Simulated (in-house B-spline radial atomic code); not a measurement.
## Many-body perturbation calculation, with input and output: Pb

System: Pb, core [Xe] 4f14 5d10 6s2.
Method: configuration interaction of two valence electrons with many-body perturbation theory for the core (screened one- and two-electron correlation potentials), Breit and QED, no-pair Dirac, B-spline basis (in-house B-spline radial atomic code).

**Summary**

```
 quantity                      value
  outcome                  converged
 hardware  1 CPU thread, shared host
wall time                       51 s
```

**Notes**

To bear in mind: the outer s2 shell is a soft core here, levels are rough; the outer n is counted by energy, so a perturber such as np2 can shift it by one.

**Input**
```
basis_form = 3
Z = 82
core_configuration = [Xe] 4f14 5d10 6s2
rms_radius = 5.5012
mass_number = 208
speed_of_light = 137.035999084
box_radius = 45.0
lmax = 6
intervals = 67
virtual_cutoff = 13448.0
```

Launched within a batch (the task file carries these settings):
```bash
python <driver script> task.json out
```

The program writes its results to a structured record and prints no log; tables and figures of this report are taken from that record.

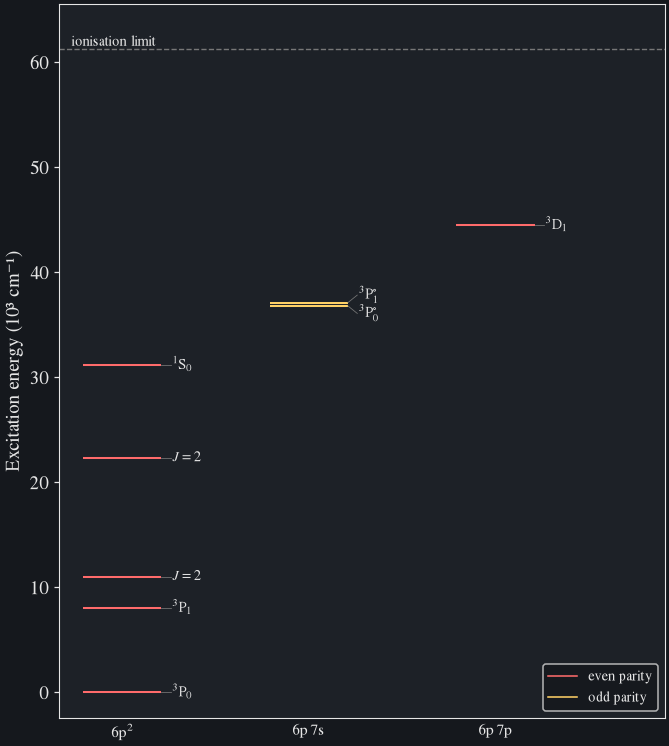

Fig. 1: Levels of Pb I (neutral lead), two electrons outside the core [Xe] 4f¹⁴ 5d¹⁰ 6s². CI+MBPT: configuration interaction in the frozen-core Dirac–Hartree–Fock potential with screened core-valence correlation, Breit and QED terms; computed with a B-spline radial code. The lowest level is 6p² ³P₀. The first excited level, 6p² ³P₁, lies at 8,040 cm⁻¹. The lowest level of opposite parity, 6p 7s ³P°₀, is at 36,800 cm⁻¹. The ionisation energy is 7.590 eV, against 6.601 eV from CI without core-valence correlation and a measured value of 7.417 eV.

| Level | E (cm⁻¹) | measured |
| --- | --- | --- |
| 6p² ³P₀ | 0 | 0 |
| 6p² ³P₁ | 8,044 | 7,819 |
| 6p² J = 2 (even, mixed, level 3) | 10,960 | 10,650 |
| 6p² J = 2 (even, mixed, level 4) | 22,270 | 21,460 |
| 6p² ¹S₀ | 31,170 | 29,470 |
| 6p 7s ³P°₀ | 36,780 | 34,960 |
| 6p 7s ³P°₁ | 37,100 | – |
| 6p 7p ³D₁ | 44,500 | – |
